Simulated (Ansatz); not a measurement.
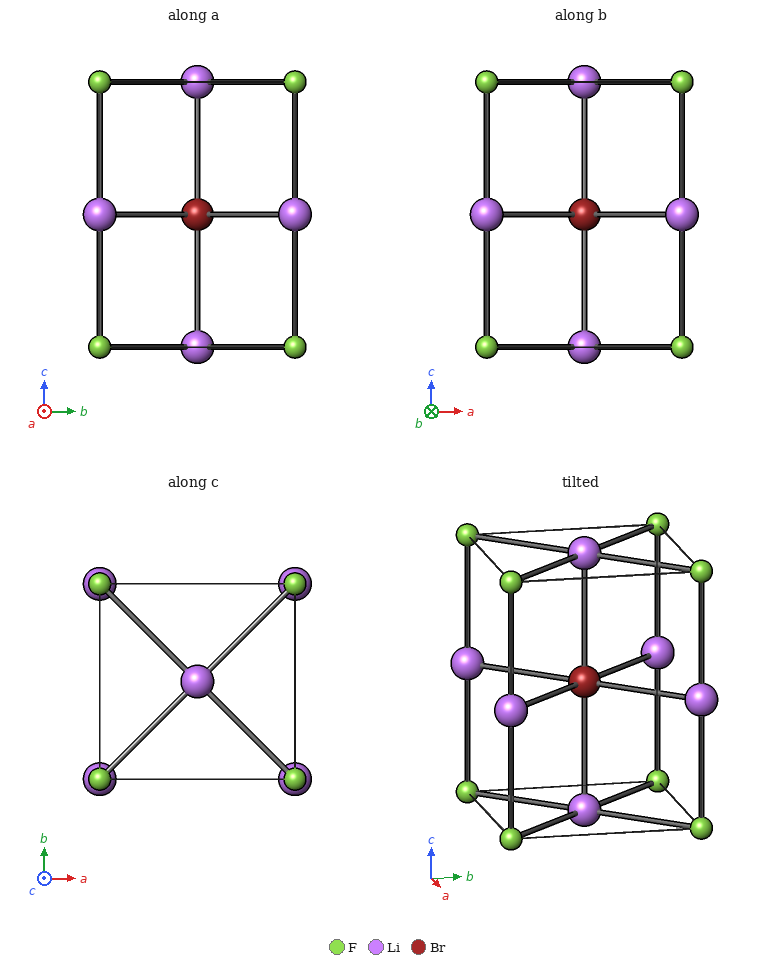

The crystal in a ball-and-stick representation, seen along the a axis, along the b axis, along the c axis and slightly off an axis. The lines enclose the conventional unit cell; boundary atoms appear with their images.

Lattice parameters: a = 3.552 Å, b = 3.552 Å, c = 4.823 Å, α = 90.00°, β = 90.00°, γ = 90.00°.

Record the structure as a table of Wyckoff sites.

Answer. Space group P4/mmm (No. 123).
```tsv
atom	site	x	y	z
F	1a	0.0000	0.0000	0.0000
Li	1b	0.0000	0.0000	0.5000
Br	1d	0.5000	0.5000	0.5000
Li	1c	0.5000	0.5000	0.0000
```

Its origin is a structure type filled with these elements by a generator (whether the compound takes this form wasn't checked). Earlier steps of the study may have refined or changed the cell and positions. It was run through Ansatz as a DFT input.
